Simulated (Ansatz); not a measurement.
# SVWN5/STO-3G run of N2 (nitrogen)

What is the energy change on altering one bond length of N2 (nitrogen) at SVWN5/STO-3G? 

Program for the calculation: Ansatz 0.2.0.

29 further runs of the same task are left out: 15 that didn't finish, 14 set aside as unsound or not needed.

## 1. The system as given

The species is N2 (2 atoms), meant as a singlet with charge 0. SMILES: `N#N`. Geometry: relaxed at PBE0-D4/def2-TZVP.

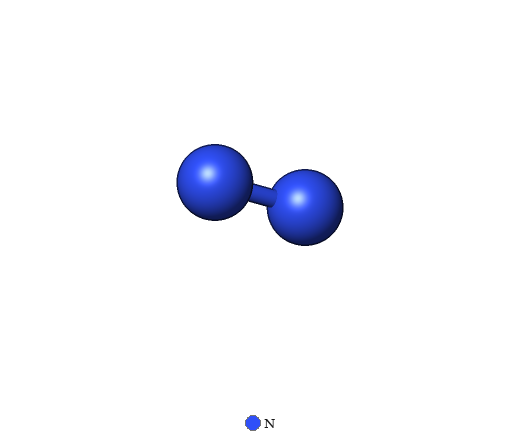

The structure, seen from a chosen angle (nitrogen blue).

## 2. A single-point energy at SVWN5/STO-3G

job.yaml

```yaml
crystal:
  periodic: [false, false, false]
  atoms:
    - {symbol: N, position_ang: [0.465500, -0.150300, 0.239800]}
    - {symbol: N, position_ang: [-0.465500, 0.150300, -0.239800]}
basis:
  gaussian: {orbitals: STO-3G}
magnetization: {spin_polarized: false}
hamiltonian: {xc: {name: SVWN5}}
accuracy: high
```

The run is started by

```console
$ ansatz run job.yaml --threads 1 --pin off --max-ram 2610MiB --events-out events.jsonl --progress --plain --runs-dir runs
```

Log:

```text
Warning: RAYON_NUM_THREADS=1 ignored (pool sized by the plan → 1); use --threads N
Functional definition: SVWN5
  name "SVWN5"
  exchange = slater_x
  correlation = vwn5_c
150 factors; integrals over basis functions are off by at most 1.5e-8 eV
mean field evaluation 1: about -2915.4479 eV, gradient 5.9e0 eV
mean field evaluation 2: about -2915.5596 eV, gradient 7.2e-1 eV
mean field evaluation 4: about -2915.5106 eV, gradient 1.8e-1 eV
mean field evaluation 8: about -2915.5107 eV, gradient 4.5e-4 eV
mean field -2915.51073034 eV, -107.1430431360 hartree, gradient 1.4e-9 eV, S^2 0.000000; 0 other end points of the search recorded, 0 dependent functions left out
reference -2915.51073114 eV, -107.1430431654 hartree; 7, 7 occupied and 3, 3 virtual orbitals, 150 factors
Total energy: -2915.51073114 eV, -107.1430431654 hartree
```

It took 0.2 s on 1 thread of Intel Xeon Platinum 8375C at 2.90GHz (Ice Lake), shared host.

## 3. The distorted shape at the same level

input.yaml

```yaml
crystal:
  periodic: [false, false, false]
  atoms:
    - {symbol: N, position_ang: [0.698209, -0.225437, 0.359679]}
    - {symbol: N, position_ang: [-0.465500, 0.150300, -0.239800]}
basis:
  gaussian: {orbitals: STO-3G}
accuracy: high
hamiltonian: {xc: {name: SVWN5}}
```

The run is started by

```console
$ ansatz run input.yaml --threads 1 --pin off --max-ram 2610MiB --events-out events.jsonl --progress --plain --runs-dir runs
```

Log:

```text
Warning: RAYON_NUM_THREADS=1 ignored (pool sized by the plan → 1); use --threads N
[... 4 set-up lines as earlier in the session ...]
149 factors; integrals over basis functions are off by at most 1.1e-8 eV
mean field evaluation 1: about -2914.9769 eV, gradient 5.5e0 eV
mean field evaluation 2: about -2915.1051 eV, gradient 1.3e0 eV
mean field evaluation 4: about -2915.0354 eV, gradient 2.6e-1 eV
mean field evaluation 8: about -2915.0357 eV, gradient 1.1e-3 eV
mean field -2915.03572912 eV, -107.1255871631 hartree, gradient 2.7e-8 eV, S^2 0.000000; 0 other end points of the search recorded, 0 dependent functions left out
reference -2915.03572997 eV, -107.1255871942 hartree; 7, 7 occupied and 3, 3 virtual orbitals, 149 factors
Total energy: -2915.03572997 eV, -107.1255871942 hartree
```

Run time: 0.18 s. Hardware: 1 thread of Intel Xeon Platinum 8375C at 2.90GHz (Ice Lake), shared host.

## 4. Summary of results

Level: SVWN5/STO-3G.

```
                                                         quantity          value
                                        first shape: total energy  -107.14304 Eh
                                    distorted shape: total energy  -107.12559 Eh
energy change with the N1–N2 bond stretched from 1.090 to 1.362 Å       0.475 eV
```

What this shows: With the N1–N2 bond stretched from 1.090 to 1.362 Å the energy rises by 0.48 eV (45.8 kJ/mol). The first shape isn't relaxed at this level, so the change isn't measured from a minimum. The minimal basis adds a large error of its own.
